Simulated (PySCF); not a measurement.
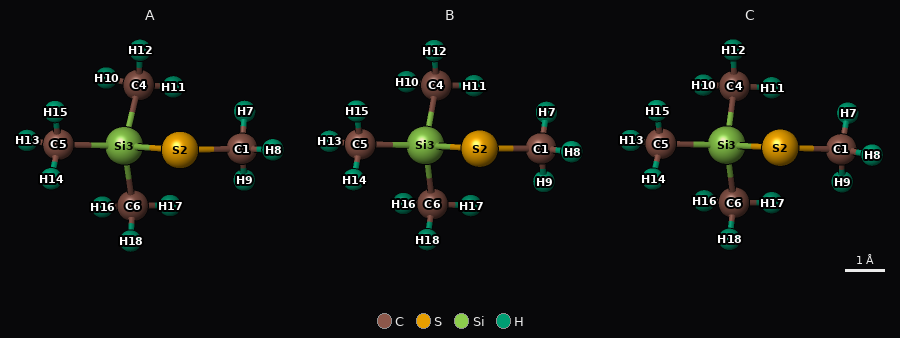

3 geometries from one relaxation of C4H12SSi, in shuffled order. A ball-and-stick model, seen face on.

The start comes from GFN2-xTB. Its atoms were then displaced at random by about 0.01 Å.

These are results of PySCF 2.14.0, density-fitted response routines, PBE0-D3(BJ)/def2-TZVP geometry optimisation, gas phase, not measurements. 

**Order the frames from highest to lowest energy.**

A, C, B. They are steps 0, 1, 6, at +3.80 kcal/mol, +0.50 kcal/mol relative to the last. The energy falls by 3.80 kcal/mol in 6 geometry steps. The largest move after the best rigid fit is that of H12, 0.15 Å. By element the largest moves are H 0.15 Å, C 0.06 Å, S 0.04 Å, Si 0.04 Å. Near-neighbour distances that change, for instance: S2–Si3 2.193 → 2.145 Å, C1–H9 1.052 → 1.090 Å, Si3–C6 1.905 → 1.872 Å, Si3–C4 1.900 → 1.871 Å. Among the angles between lasting bonds that change: H8–C1–H9 111.5° → 108.6°, H10–C4–H12 105.4° → 108.3°, S2–C1–H7 108.5° → 111.3°. The run took 11 min on 2 threads of Intel(R) Xeon(R) Processor @ 2.50GHz, with other jobs on the host.
